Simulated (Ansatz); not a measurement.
**CH4CoO+ (triplet): energies up the ladder**

The task, for CH4CoO+ (triplet): energies up the ladder. Charge +1. Spin multiplicity 3.

Computed with Ansatz 0.2.0 (the levels named in each step, unless a step's input says otherwise).

### 1 Starting point

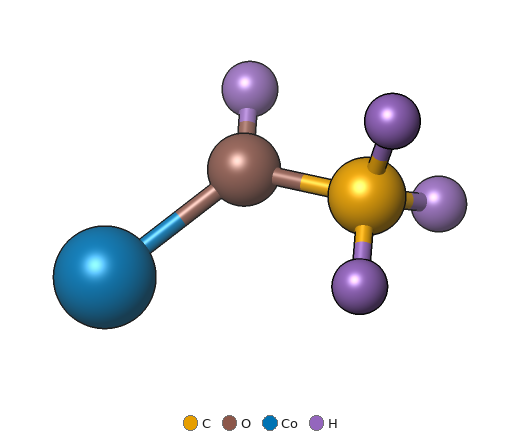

The starting structure, seen from a chosen angle (carbon amber, oxygen brown, cobalt blue, hydrogen purple).

Structure file:

```xyz
7

C    -1.4256   -1.2091   -0.9829
O    -0.6159   -0.8725    0.1688
Co    0.5547    0.5752    0.2050
H    -1.1617   -2.2104   -1.3420
H    -2.4798   -1.1712   -0.7176
H    -1.2162   -0.4750   -1.7630
H    -0.8007   -1.5219    0.8666
```

### 2 A rough first relaxation, PBE-D4/def2-SVP

Input file input.yaml:

```yaml
crystal:
  periodic: [false, false, false]
  atoms:
    - { symbol: C, position_ang: [-1.42564, -1.20912, -0.98285] }
    - { symbol: O, position_ang: [-0.61593, -0.87254, 0.16881] }
    - { symbol: Co, position_ang: [0.55467, 0.57519, 0.20498] }
    - { symbol: H, position_ang: [-1.1617, -2.21036, -1.342] }
    - { symbol: H, position_ang: [-2.47984, -1.17117, -0.71763] }
    - { symbol: H, position_ang: [-1.21616, -0.47498, -1.76303] }
    - { symbol: H, position_ang: [-0.80067, -1.5219, 0.86657] }
magnetization:
  spin_polarized: true
  initial_magnetization: 2
total_charge: 1
basis:
  gaussian: { orbitals: def2-SVP }
hamiltonian:
  xc: pbe
  dispersion: d4
relax:
  f_tol: 0.03
  max_steps: 200
```

Started as:

```bash
$ ansatz run input.yaml --threads 4 --pin off --max-ram 10240MiB --backend cpu --events-out ev --progress --plain --runs-dir out
```

Standard output (excerpt; [...] marks lines left out):

```text
Warning: RAYON_NUM_THREADS=4 ignored (pool sized by the plan → 4); use --threads N
[...]
Functional definition: PBE
[...]
919 factors; their error is unknown
[...]
mean field -40750.60943621 eV, -1497.5572750255 hartree, gradient 1.1e-7 eV, S^2 2.082549; 10 other end points of the search recorded, 0 dependent functions left out
[...]
reference -40750.60948645 eV, -1497.5572768719 hartree; 23, 21 occupied and 56, 58 virtual orbitals, 919 factors
relax step   1: F+E_penalty+E_count = -40750.71434049 eV  Δ(F+E_penalty+E_count) = +0.000e0 eV  max|allowed force component| = 6.561e-1 eV/Å  Δτ_max = 0.0000 Å  (577 SCF iters, accepted)
[...]
relax step   4: F+E_penalty+E_count = -40750.75138841 eV  Δ(F+E_penalty+E_count) = -1.848e-3 eV  max|allowed force component| = 4.174e-2 eV/Å  Δτ_max = 0.0373 Å  (134 SCF iters, accepted)
[...]
relax step   5: F+E_penalty+E_count = -40750.75147980 eV  Δ(F+E_penalty+E_count) = -9.139e-5 eV  max|allowed force component| = 1.457e-2 eV/Å  Δτ_max = 0.0039 Å  (126 SCF iters, accepted)
919 factors; their error is unknown
[...]
mean field -40750.64717446 eV, -1497.5586618805 hartree, gradient 5.1e-8 eV, S^2 2.089801; 11 other end points of the search recorded, 0 dependent functions left out
[...]
reference -40750.64722498 eV, -1497.5586637371 hartree; 23, 21 occupied and 56, 58 virtual orbitals, 919 factors
Total energy: -40750.75153032 eV, -1497.5624968878 hartree
Atom 0 at    -1.444616    -1.223383    -1.005771 Å, force    -0.013748    -0.010545     0.010188 eV/Å
Atom 1 at    -0.614704    -0.855457     0.141272 Å, force     0.014569     0.009064    -0.000442 eV/Å
Atom 2 at     0.594110     0.577568     0.287178 Å, force     0.001933     0.002568    -0.000180 eV/Å
Atom 3 at    -1.166212    -2.237364    -1.351845 Å, force    -0.001334     0.000959     0.000525 eV/Å
Atom 4 at    -2.511812    -1.178891    -0.715073 Å, force    -0.001448    -0.003586    -0.007740 eV/Å
Atom 5 at    -1.241764    -0.486416    -1.801620 Å, force     0.005630     0.004535     0.003865 eV/Å
Atom 6 at    -0.760272    -1.480937     0.880709 Å, force    -0.005603    -0.002994    -0.006216 eV/Å
Dipole moment:     0.025610    -0.029219     0.100471 e Å
```

Wall time 59 s (4 threads of Arm Neoverse N1, shared host); peak memory 0.19 GiB.

Relaxation path:

| step | E - E(step 1) (eV) | largest force component (eV/Å) |
| --- | --- | --- |
| 1 | 0.0000 | 0.6561 |
| 2 | -0.0257 | 0.1913 |
| 3 | -0.0352 | 0.0735 |
| 4 | -0.0370 | 0.0417 |
| 5 | -0.0371 | 0.0146 |

Step 1 is the start.

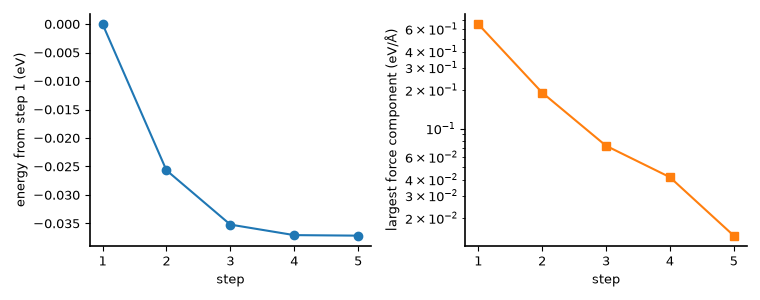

Energy and largest force along the relaxation.

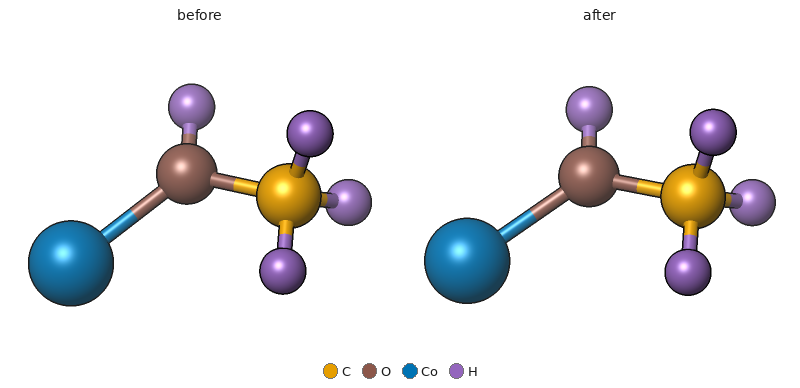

The structure before (left) and after (right) the relaxation, drawn at the same scale.

Before: Bond lengths: C1–O2 1.447 Å, O2–Co3 1.862 Å, C1–H4 1.096 Å, C1–H5 1.088 Å, C1–H6 1.092 Å, O2–H7 0.971 Å. Angles: C1–O2–Co3 123.2°, C1–O2–H7 108.0°, Co3–O2–H7 128.7°, O2–C1–H4 109.8°, O2–C1–H5 109.9°, O2–C1–H6 107.8°, H4–C1–H5 110.2°, H4–C1–H6 109.5°, H5–C1–H6 109.7°.

After: Bond lengths: C1–O2 1.463 Å, O2–Co3 1.880 Å, C1–H4 1.107 Å, C1–H5 1.107 Å, C1–H6 1.103 Å, O2–H7 0.979 Å. Angles: C1–O2–Co3 128.1°, C1–O2–H7 110.3°, Co3–O2–H7 121.6°, O2–C1–H4 109.4°, O2–C1–H5 109.3°, O2–C1–H6 107.1°, H4–C1–H5 111.2°, H4–C1–H6 109.9°, H5–C1–H6 109.9°.

### 3 Relaxation, PBE0-D4/def2-TZVPP

Input file input.yaml:

```yaml
crystal:
  periodic: [false, false, false]
  atoms:
    - { symbol: C, position_ang: [-1.44461557, -1.22338311, -1.00577051] }
    - { symbol: O, position_ang: [-0.61470412, -0.85545696, 0.141272] }
    - { symbol: Co, position_ang: [0.59410995, 0.57756831, 0.2871776] }
    - { symbol: H, position_ang: [-1.16621239, -2.23736411, -1.35184504] }
    - { symbol: H, position_ang: [-2.51181173, -1.17889115, -0.71507303] }
    - { symbol: H, position_ang: [-1.24176366, -0.48641595, -1.80161977] }
    - { symbol: H, position_ang: [-0.76027248, -1.48093703, 0.88070875] }
magnetization:
  spin_polarized: true
  initial_magnetization: 2
total_charge: 1
basis:
  gaussian: { orbitals: def2-TZVPP }
hamiltonian:
  xc: pbe0
  dispersion: d4
relax:
  f_tol: 0.002
  max_steps: 150
```

Started as:

```bash
$ ansatz run input.yaml --threads 4 --pin off --max-ram 10240MiB --backend cpu --events-out ev --progress --plain --runs-dir out
```

Standard output (excerpt; [...] marks lines left out):

```text
Warning: RAYON_NUM_THREADS=4 ignored (pool sized by the plan → 4); use --threads N
[...]
Functional definition: PBE0
[...]
1138 factors; their error is unknown
[...]
mean field -40760.62184305 eV, -1497.9252241902 hartree, gradient 1.7e-7 eV, S^2 2.022825; 6 other end points of the search recorded, 0 dependent functions left out
[...]
reference -40760.62187481 eV, -1497.9252253576 hartree; 23, 21 occupied and 159, 161 virtual orbitals, 1138 factors
relax step   1: F+E_penalty+E_count = -40760.70909695 eV  Δ(F+E_penalty+E_count) = +0.000e0 eV  max|allowed force component| = 1.014e0 eV/Å  Δτ_max = 0.0000 Å  (407 SCF iters, accepted)
[...]
relax step   6: F+E_penalty+E_count = -40760.75263949 eV  Δ(F+E_penalty+E_count) = -3.970e-5 eV  max|allowed force component| = 3.020e-3 eV/Å  Δτ_max = 0.0011 Å  (193 SCF iters, accepted)
[...]
mean field -40760.66424431 eV, -1497.9267824077 hartree, gradient 4.9e-8 eV, S^2 2.021490; 7 other end points of the search recorded, 0 dependent functions left out
[...]
reference -40760.66427558 eV, -1497.9267835569 hartree; 23, 21 occupied and 159, 161 virtual orbitals, 1138 factors
Total energy: -40760.75267295 eV, -1497.9300321005 hartree
Atom 0 at    -1.448863    -1.228733    -1.004823 Å, force    -0.000030     0.000047    -0.000197 eV/Å
Atom 1 at    -0.624618    -0.864019     0.133360 Å, force     0.000166    -0.000029     0.000416 eV/Å
Atom 2 at     0.624537     0.606760     0.303625 Å, force     0.000042     0.000082    -0.000003 eV/Å
Atom 3 at    -1.174165    -2.226076    -1.342730 Å, force    -0.000067    -0.000150    -0.000011 eV/Å
Atom 4 at    -2.497643    -1.185001    -0.717652 Å, force    -0.000137    -0.000074     0.000038 eV/Å
Atom 5 at    -1.250608    -0.504882    -1.790246 Å, force     0.000029     0.000097    -0.000148 eV/Å
Atom 6 at    -0.773909    -1.482929     0.853316 Å, force    -0.000002     0.000026    -0.000095 eV/Å
Dipole moment:     0.064198     0.016694     0.104979 e Å
```

It took 4.6 min on 4 threads of Arm Neoverse N1, shared host; peak memory 0.69 GiB.

Relaxation path:

```csv
step,E - E(step 1) (eV),largest force component (eV/Å)
1,0.0000,1.0138
2,-0.0341,0.4549
3,-0.0432,0.0611
4,-0.0434,0.0245
5,-0.0435,0.0301
6,-0.0435,0.0030
7,-0.0435,0.0004
```

Step 1 is the start.

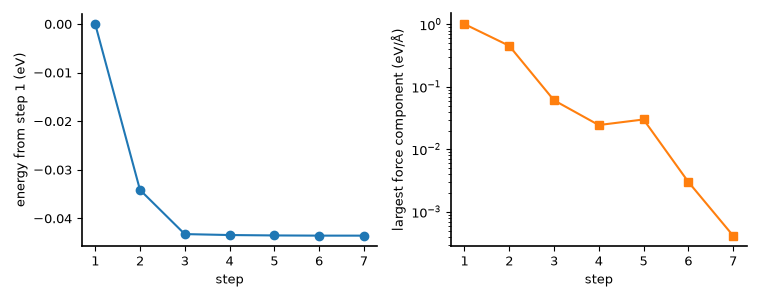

Energy and largest force along the relaxation.

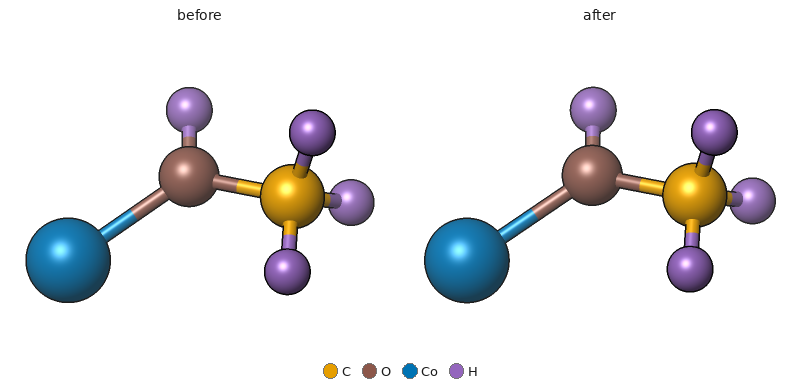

The structure before (left) and after (right) the relaxation, drawn at the same scale.

Before: Bond lengths: C1–O2 1.463 Å, O2–Co3 1.880 Å, C1–H4 1.107 Å, C1–H5 1.107 Å, C1–H6 1.103 Å, O2–H7 0.979 Å. Angles: C1–O2–Co3 128.1°, C1–O2–H7 110.3°, Co3–O2–H7 121.6°, O2–C1–H4 109.4°, O2–C1–H5 109.3°, O2–C1–H6 107.1°, H4–C1–H5 111.2°, H4–C1–H6 109.9°, H5–C1–H6 109.9°.

After: Bond lengths: C1–O2 1.452 Å, O2–Co3 1.937 Å, C1–H4 1.088 Å, C1–H5 1.088 Å, C1–H6 1.086 Å, O2–H7 0.961 Å. Angles: C1–O2–Co3 128.7°, C1–O2–H7 109.7°, Co3–O2–H7 121.6°, O2–C1–H4 109.3°, O2–C1–H5 109.3°, O2–C1–H6 107.2°, H4–C1–H5 111.2°, H4–C1–H6 109.9°, H5–C1–H6 109.9°.

### 4 Frequencies, PBE0-D4/def2-TZVPP

Input file input.yaml:

```yaml
crystal:
  periodic: [false, false, false]
  atoms:
    - { symbol: C, position_ang: [-1.44886307, -1.22873345, -1.00482265] }
    - { symbol: O, position_ang: [-0.62461829, -0.86401933, 0.13335956] }
    - { symbol: Co, position_ang: [0.62453712, 0.60676027, 0.30362483] }
    - { symbol: H, position_ang: [-1.1741651, -2.22607576, -1.34272956] }
    - { symbol: H, position_ang: [-2.49764303, -1.18500091, -0.71765211] }
    - { symbol: H, position_ang: [-1.25060846, -0.50488185, -1.79024596] }
    - { symbol: H, position_ang: [-0.77390917, -1.48292897, 0.85331589] }
magnetization:
  spin_polarized: true
  initial_magnetization: 2
total_charge: 1
basis:
  gaussian: { orbitals: def2-TZVPP }
hamiltonian:
  xc: pbe0
  dispersion: d4
phonons: {}
```

Started as:

```bash
$ ansatz run input.yaml --threads 4 --pin off --max-ram 10240MiB --backend cpu --events-out ev --progress --plain --runs-dir out
```

Standard output (excerpt; [...] marks lines left out):

```text
Warning: RAYON_NUM_THREADS=4 ignored (pool sized by the plan → 4); use --threads N
[...]
Functional definition: PBE0
[...]
1138 factors; their error is unknown
[...]
mean field -40760.66424377 eV, -1497.9267823880 hartree, gradient 4.6e-8 eV, S^2 2.021490; 6 other end points of the search recorded, 0 dependent functions left out
[...]
reference -40760.66427504 eV, -1497.9267835371 hartree; 23, 21 occupied and 159, 161 virtual orbitals, 1138 factors
[...]
1138 factors; their error is unknown
mean field -40760.66406975 eV, -1497.9267759929 hartree, gradient 5.2e-6 eV, S^2 2.021477; 0 other end points of the search recorded, 0 dependent functions left out
[...]
reference -40760.66410101 eV, -1497.9267771417 hartree; 23, 21 occupied and 159, 161 virtual orbitals, 1138 factors
[...]
1138 factors; their error is unknown
[...]
reference -40760.66417481 eV, -1497.9267798538 hartree; 23, 21 occupied and 159, 161 virtual orbitals, 1138 factors
Total energy: -40760.75267241 eV, -1497.9300320807 hartree
Atom 0 at    -1.448863    -1.228733    -1.004823 Å, force    -0.000036     0.000041    -0.000202 eV/Å
Atom 1 at    -0.624618    -0.864019     0.133360 Å, force     0.000175    -0.000018     0.000415 eV/Å
Atom 2 at     0.624537     0.606760     0.303625 Å, force     0.000042     0.000079     0.000003 eV/Å
Atom 3 at    -1.174165    -2.226076    -1.342730 Å, force    -0.000067    -0.000150    -0.000010 eV/Å
Atom 4 at    -2.497643    -1.185001    -0.717652 Å, force    -0.000136    -0.000075     0.000040 eV/Å
Atom 5 at    -1.250608    -0.504882    -1.790246 Å, force     0.000026     0.000097    -0.000152 eV/Å
Atom 6 at    -0.773909    -1.482929     0.853316 Å, force    -0.000004     0.000026    -0.000096 eV/Å
Dipole moment:     0.064199     0.016694     0.104980 e Å
Vibrations: 24.34 186.85 327.75 403.60 1000.55 1117.44 1169.81 1393.55 1480.71 1483.13 1501.49 3081.73 3181.73 3194.01 3852.31 cm⁻¹, zero-point energy 1.450553 eV
```

Wall time 5.4 min (4 threads of Arm Neoverse N1, shared host); peak memory 0.69 GiB.

Harmonic frequencies (cm⁻¹; negative: imaginary): 24, 187, 328, 404, 1001, 1117, 1170, 1394, 1481, 1483, 1501, 3082, 3182, 3194, 3852.

### 5 Single point, PBE-D4/def2-TZVPP

input.yaml, as its differences from that of step 4:

```diff
@@ -17,4 +17,3 @@
 hamiltonian:
-  xc: pbe0
+  xc: pbe
   dispersion: d4
-phonons: {}
```

Started as:

```bash
$ ansatz run input.yaml --threads 4 --pin off --max-ram 10240MiB --backend cpu --events-out ev --progress --plain --runs-dir out
```

Standard output (excerpt; [...] marks lines left out):

```text
Warning: RAYON_NUM_THREADS=4 ignored (pool sized by the plan → 4); use --threads N
[...]
Functional definition: PBE
[...]
1053 factors; their error is unknown
[...]
mean field -40760.12805738 eV, -1497.9070779018 hartree, gradient 7.2e-6 eV, S^2 2.025617; 10 other end points of the search recorded, 0 dependent functions left out
reference -40760.12810119 eV, -1497.9070795116 hartree; 23, 21 occupied and 159, 161 virtual orbitals, 1053 factors
Total energy: -40760.23362113 eV, -1497.9109572977 hartree
```

Wall time 33 s (4 threads of Arm Neoverse N1, shared host); peak memory 0.5 GiB.

(Part 1 of 2 ends here.)
